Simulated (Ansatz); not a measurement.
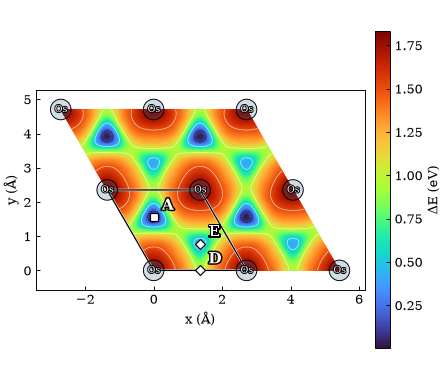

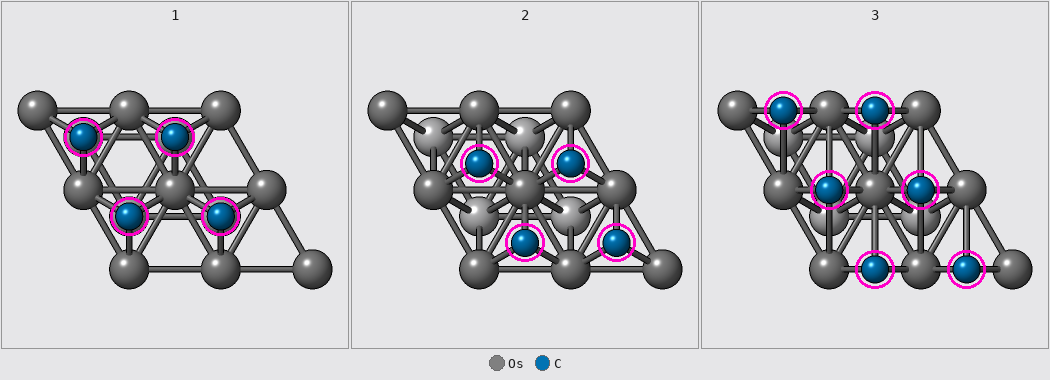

C on an Os(001) slab cut from the P6_3/mmc phase, its upper half relaxed before the scan (4 atoms of substrate and one adsorbate in a 1 × 1 cell). 
- C is moved over the surface cell; relaxed at each place: the height of the adsorbate's atoms; substrate rigid; the origin of the map has the adsorbate above Os4.
- Places are given modulo a cell vector. The map is drawn in real space over the plane of the surface.
- Grid: 6 × 6 points; 10 points were computed and 26 follow by symmetry.
- All energies are given in eV relative to the lowest grid point.
- With one adsorbate in each 1 × 1 cell, its nearest image is 2.7 Å away, so neighbouring adsorbates interact.
- Method: DFT LDA, scalar-relativistic, plane waves, PAW (Ansatz 0.2.0). Settings: cutoff 420 eV, k-mesh 12×12×1, gaussian smearing 0.1 eV, no spin polarisation.

The picture shows a smooth colour map with a few white contour lines, labelled circles for the atoms of the top layer and small ones for the second layer, the outline of one cell of the 2 × 2 shown, lettered points. Between grid points the surface is interpolated. The numbered pictures are the structures at these points, in random order. Rings mark the moved atoms.

Which structure belongs to which point?

A is structure 1: a threefold hollow over a second-layer Os atom, (2/6, 4/6) of the cell vectors, 0.00 eV; D is structure 3: a bridge site between two Os atoms, (3/6, 0/6) of the cell vectors, 0.94 eV; E is structure 2: a threefold hollow, (4/6, 2/6) of the cell vectors, 0.40 eV.
